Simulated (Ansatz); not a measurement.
**AlClH5N: two geometries relaxed, part 1 of 2**

Aim: relax the geometries before and after the reaction (ligand exchange), and see whether they are two minima and how far apart in energy. Meant to form: Al1–Cl7, H8–N2; to break: Al1–N2, H8–Cl7. The start is a guess near the saddle point, from which both ends are pulled out.

All numbers below are computed with Ansatz 0.2.0 (RKS PBE-D4/def2-SVP).

**1. The structure to begin with**

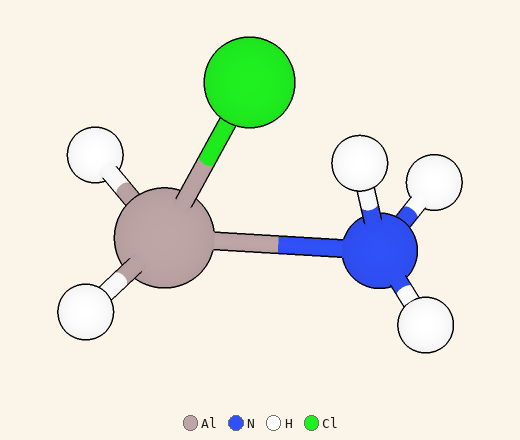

Start, viewed from a free direction; aluminium light grey, nitrogen blue, hydrogen white, chlorine green.

As a file:

```xyz
8

Al    0.0000    0.0000    0.0000
N     0.0000    0.0000    2.2700
H    -0.8770   -0.2713    2.8000
H     0.8770    0.2713    2.8000
H     1.3510    0.0000   -0.7800
H    -1.3510    0.0000   -0.7800
Cl   -0.3164    2.3800    0.7978
H    -0.1701    1.2795    2.0062
```

**2. A restrained relaxation towards end A**

Springs on the bonds that form and break draw the guess towards this end; the thresholds are loose.

Contents of input.yaml:

```yaml
crystal:
  periodic: [false, false, false]
  atoms:
    - { symbol: Al, position_ang: [0.0, 0.0, 0.0] }
    - { symbol: "N", position_ang: [0.0, 0.0, 2.27] }
    - { symbol: H, position_ang: [-0.877, -0.2713, 2.8] }
    - { symbol: H, position_ang: [0.877, 0.2713, 2.8] }
    - { symbol: H, position_ang: [1.351, 0.0, -0.78] }
    - { symbol: H, position_ang: [-1.351, 0.0, -0.78] }
    - { symbol: Cl, position_ang: [-0.3164, 2.38, 0.7978] }
    - { symbol: H, position_ang: [-0.1701, 1.2795, 2.0062] }
basis:
  gaussian: { orbitals: def2-SVP }
hamiltonian:
  xc: pbe
  dispersion: d4
relax:
  f_tol: 0.15
  max_steps: 25
  restrain:
    - { distance: [0, 6], at: 3.43, k: 30.0 }
    - { distance: [7, 1], at: 2.26, k: 30.0 }
    - { distance: [0, 1], at: 1.92, k: 30.0 }
    - { distance: [7, 6], at: 1.37, k: 30.0 }
```

Run with:

```bash
> ansatz run input.yaml --threads 1 --pin off --max-ram 2048MiB --backend cpu --events-out ev --progress --plain --runs-dir out
```

Standard output (excerpt; [...] marks lines left out):

```text
Warning: RAYON_NUM_THREADS=1 ignored (pool sized by the plan → 1); use --threads N
[...]
Functional definition: PBE
[...]
850 factors; their error is unknown
[...]
mean field -20673.40726276 eV, -759.7337039677 hartree, gradient 2.6e-5 eV, S^2 0.000000; 0 other end points of the search recorded, 0 dependent functions left out
[...]
reference -20673.40730096 eV, -759.7337053713 hartree; 21, 21 occupied and 54, 54 virtual orbitals, 850 factors
relax step   1: F+E_penalty+E_count = -20673.54354880 eV  Δ(F+E_penalty+E_count) = +0.000e0 eV  max|allowed force component| = 2.379e0 eV/Å  E_restraint = 28.41457898 eV  max|allowed force component, restraints' pulls added| = 3.071e1 eV/Å  Δτ_max = 0.0000 Å  (26 SCF iters, accepted)
[...]
relax step   5: F+E_penalty+E_count = -20673.54026868 eV  Δ(F+E_penalty+E_count) = -4.357e-1 eV  max|allowed force component| = 1.091e0 eV/Å  E_restraint = 0.02523200 eV  max|allowed force component, restraints' pulls added| = 1.094e0 eV/Å  Δτ_max = 0.1989 Å  (32 SCF iters, accepted)
[...]
relax step   6: F+E_penalty+E_count = -20673.69149952 eV  Δ(F+E_penalty+E_count) = -1.512e-1 eV  max|allowed force component| = 1.245e0 eV/Å  E_restraint = 0.03692544 eV  max|allowed force component, restraints' pulls added| = 1.473e-1 eV/Å  Δτ_max = 0.1957 Å  (26 SCF iters, accepted)
  distance Al 0 - Cl 6 = 3.4267 Å
  distance H 7 - N 1 = 2.2460 Å
  distance Al 0 - N 1 = 1.8802 Å
  distance H 7 - Cl 6 = 1.3441 Å
850 factors; their error is unknown
[...]
mean field -20673.57005830 eV, -759.7396865934 hartree, gradient 2.0e-5 eV, S^2 0.000000; 1 other end points of the search recorded, 0 dependent functions left out
[...]
reference -20673.57009724 eV, -759.7396880246 hartree; 21, 21 occupied and 54, 54 virtual orbitals, 850 factors
Total energy: -20673.69153846 eV, -759.7441509071 hartree
Atom 0 at     0.018778    -0.194279     0.156752 Å, force    -0.035359     0.174173     1.245156 eV/Å
Atom 1 at     0.017775    -0.221285     2.036753 Å, force    -0.024063     0.396622    -1.195608 eV/Å
Atom 2 at    -0.804500    -0.422154     2.615379 Å, force     0.046372    -0.018137    -0.056118 eV/Å
Atom 3 at     0.860640    -0.198050     2.620783 Å, force    -0.052533    -0.044740    -0.061771 eV/Å
Atom 4 at     1.437334    -0.034301    -0.552163 Å, force    -0.020881    -0.042966     0.030450 eV/Å
Atom 5 at    -1.405675    -0.363957    -0.537896 Å, force     0.032694    -0.043415     0.015498 eV/Å
Atom 6 at    -0.352458     3.102945     1.012876 Å, force     0.046026    -0.589694     0.287637 eV/Å
Atom 7 at    -0.258393     1.990581     1.761514 Å, force     0.007743     0.168157    -0.265244 eV/Å
Dipole moment:     0.039750    -0.360946     0.381193 e Å
```

It took 10 s on 1 thread of AMD EPYC 7B13 (Zen 3), shared host; peak memory 0.15 GiB.

Step by step:

```
step  energy from step 1 (eV)  largest force component (eV/Å)
   1                   0.0000                          2.3793
   2                   0.6188                          2.0960
   3                   0.7817                          1.7378
   4                   0.4390                          1.4503
   5                   0.0033                          1.0910
   6                  -0.1480                          1.2452
```

Step 1 is the start. Energies and forces in the table leave out the springs, which the log lists apart; the run stops on the force with the springs' pull added.

After: Bond lengths: Al1–N2 1.880 Å, N2–H3 1.025 Å, N2–H4 1.026 Å, Al1–H5 1.594 Å, Al1–H6 1.594 Å, Cl7–H8 1.344 Å. Angles: Al1–N2–H3 124.6°, Al1–N2–H4 124.7°, H3–N2–H4 110.0°, N2–Al1–H5 116.5°, N2–Al1–H6 115.7°, H5–Al1–H6 127.8°.

Pairs that crossed the distance rule for bonds on the way: came closer Cl7–H8; moved apart Al1–Cl7.

**3. End point A**

It starts where the restrained run ended.

Contents of input.yaml:

```yaml
crystal:
  periodic: [false, false, false]
  atoms:
    - { symbol: Al, position_ang: [0.018778, -0.194279, 0.156752] }
    - { symbol: "N", position_ang: [0.017775, -0.221285, 2.036753] }
    - { symbol: H, position_ang: [-0.8045, -0.422154, 2.615379] }
    - { symbol: H, position_ang: [0.86064, -0.19805, 2.620783] }
    - { symbol: H, position_ang: [1.437334, -0.034301, -0.552163] }
    - { symbol: H, position_ang: [-1.405675, -0.363957, -0.537896] }
    - { symbol: Cl, position_ang: [-0.352458, 3.102945, 1.012876] }
    - { symbol: H, position_ang: [-0.258393, 1.990581, 1.761514] }
basis:
  gaussian: { orbitals: def2-SVP }
hamiltonian:
  xc: pbe
  dispersion: d4
relax:
  f_tol: 0.03
  max_steps: 50
```

Run with:

```bash
> ansatz run input.yaml --threads 1 --pin off --max-ram 2048MiB --backend cpu --events-out ev --progress --plain --runs-dir out
```

Standard output (excerpt; [...] marks lines left out):

```text
Warning: RAYON_NUM_THREADS=1 ignored (pool sized by the plan → 1); use --threads N
[...]
[... 1 set-up line as earlier in the session ...]
[...]
850 factors; their error is unknown
[...]
mean field -20673.57006166 eV, -759.7396867170 hartree, gradient 4.2e-5 eV, S^2 0.000000; 0 other end points of the search recorded, 0 dependent functions left out
[...]
reference -20673.57010098 eV, -759.7396881621 hartree; 21, 21 occupied and 54, 54 virtual orbitals, 850 factors
relax step   1: F+E_penalty+E_count = -20673.69150290 eV  Δ(F+E_penalty+E_count) = +0.000e0 eV  max|allowed force component| = 1.245e0 eV/Å  Δτ_max = 0.0000 Å  (26 SCF iters, accepted)
[...]
relax step   4: F+E_penalty+E_count = -20674.16523343 eV  Δ(F+E_penalty+E_count) = -2.024e-1 eV  max|allowed force component| = 1.451e0 eV/Å  Δτ_max = 0.1952 Å  (32 SCF iters, accepted)
[...]
reference -20675.48990061 eV, -759.8102394971 hartree; 21, 21 occupied and 54, 54 virtual orbitals, 850 factors
Total energy: -20675.62441691 eV, -759.8151828800 hartree
Atom 0 at    -0.067181     0.516786     0.062428 Å, force    -0.002847    -0.008992    -0.015906 eV/Å
Atom 1 at    -0.031875     0.197109     2.117629 Å, force     0.002126    -0.002081     0.003658 eV/Å
Atom 2 at    -0.787375    -0.412872     2.461142 Å, force    -0.002051    -0.000360    -0.004286 eV/Å
Atom 3 at     0.860627    -0.182161     2.464598 Å, force     0.002987     0.000579     0.000643 eV/Å
Atom 4 at     1.395827     0.023966    -0.373279 Å, force     0.003624    -0.002174     0.006157 eV/Å
Atom 5 at    -1.388095    -0.285173    -0.368146 Å, force    -0.002973    -0.001500     0.002538 eV/Å
Atom 6 at    -0.305887     2.673571     0.205700 Å, force    -0.001448     0.008141     0.008518 eV/Å
Atom 7 at    -0.162540     1.128276     2.543927 Å, force     0.000581     0.006387    -0.001323 eV/Å
Dipole moment:     0.058285    -0.515967     1.121939 e Å
```

It took 21 s on 1 thread of AMD EPYC 7B13 (Zen 3), shared host; peak memory 0.16 GiB.

Relaxation path:

```
step  energy from step 1 (eV)  largest force component (eV/Å)
   1                   0.0000                          1.2450
   2                  -0.1742                          0.5952
   3                  -0.2714                          1.0162
   4                  -0.4737                          1.4507
   5                  -0.9858                          1.9661
   6                  -1.5534                          1.7671
   7                  -1.7674                          2.6053
   8                  -1.8199                          0.8817
   9                  -1.8611                          1.4161
  10                  -1.9207                          0.3363
  11                  -1.9315                          0.0390
  12                  -1.9326                          0.0485
  13                  -1.9329                          0.0159
```

Step 1 is the start.

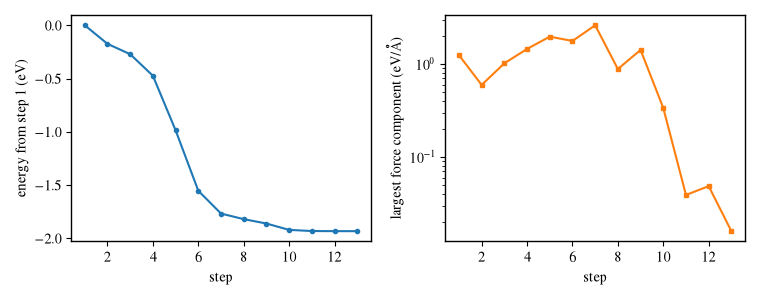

How energy and force went from step to step.

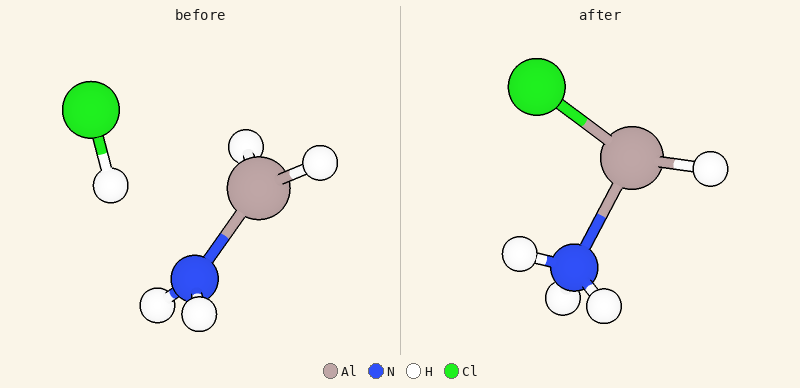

Before and after, at one scale.

After: Bond lengths: Al1–N2 2.080 Å, N2–H3 1.030 Å, N2–H4 1.030 Å, Al1–H5 1.604 Å, Al1–H6 1.604 Å, Al1–Cl7 2.175 Å, N2–H8 1.032 Å. Angles: Al1–N2–H3 114.1°, Al1–N2–H4 113.8°, Al1–N2–H8 105.5°, H3–N2–H4 107.8°, H3–N2–H8 107.7°, H4–N2–H8 107.6°, N2–Al1–H5 101.9°, N2–Al1–H6 101.7°, N2–Al1–Cl7 95.1°, H5–Al1–H6 121.6°, H5–Al1–Cl7 115.0°, H6–Al1–Cl7 115.0°.

Pairs that crossed the distance rule for bonds on the way: came closer Al1–Cl7, N2–H8; moved apart Cl7–H8.

(Continued in part 2 of 2.)
